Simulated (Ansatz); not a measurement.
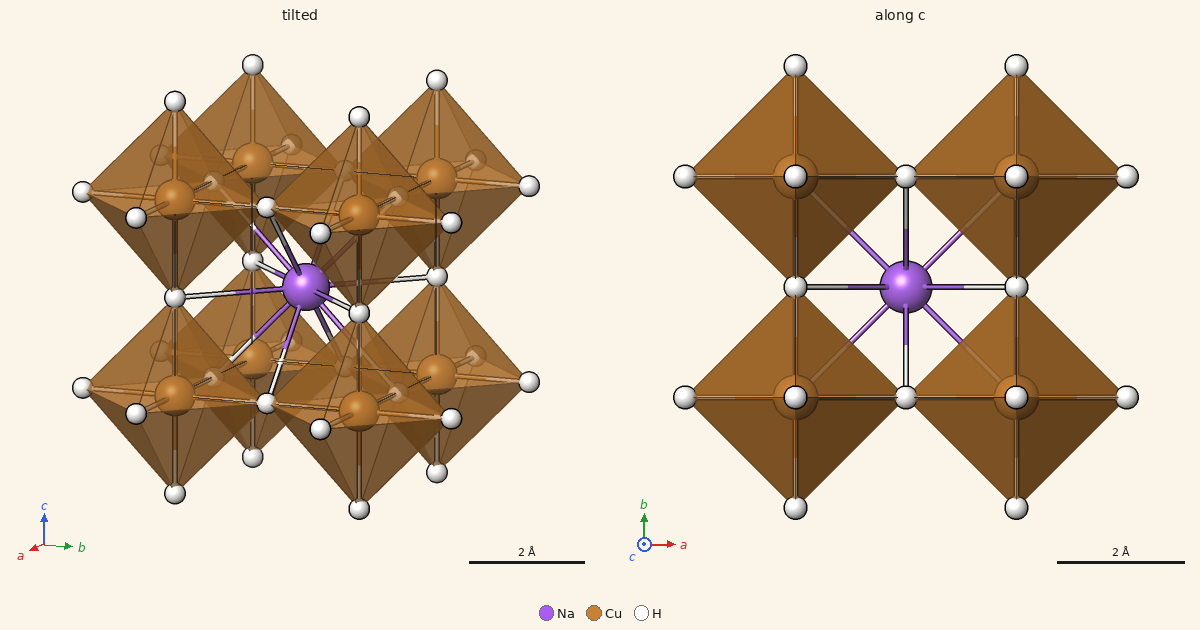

Crystal structure, polyhedral style, seen slightly off an axis and along the c axis. Thin lines show the conventional unit cell, with boundary atoms drawn in all their periodic places. Some atoms of the next cells are drawn as well.

NaCuH3, cubic perovskite, space group Pm-3m (No. 221), a = 3.504 Å, b = 3.504 Å, c = 3.504 Å, α = 90.00°, β = 90.00°, γ = 90.00°. Starting structure: a structure type filled with these elements by a generator (whether the compound takes this form wasn't checked). Earlier steps of the study may have refined or changed the cell and positions. It was run through Ansatz as a DFT input.

This one geometry was computed with Ansatz (DFT, plane waves, PAW) at three levels of theory: LDA, r2SCAN and PBE.

Question: Which level gives the highest pressure at this volume, and what does that say about its equilibrium volume?

Answer: Highest: PBE (0.0 GPa), which points to the largest equilibrium volume. Lowest, with the smallest volume: LDA (-5.5 GPa). Levels within 0.5 GPa of each other can't be told apart.

Question: How does the band gap change with the level of theory?

Answer: All levels give a metal.

Question: Collect the results in a table.

Answer:
| level | cutoff (eV) | k-mesh of the run's cell | gap (eV) | pressure (GPa) |
| --- | --- | --- | --- | --- |
| LDA | 420 | 10×10×10 | metal | -5.5 |
| r2SCAN | 500 | 10×10×10 | metal | -2.5 |
| PBE | 420 | 10×10×10 | metal | 0.0 |

Gaps are taken on the k-mesh or band path of each run.
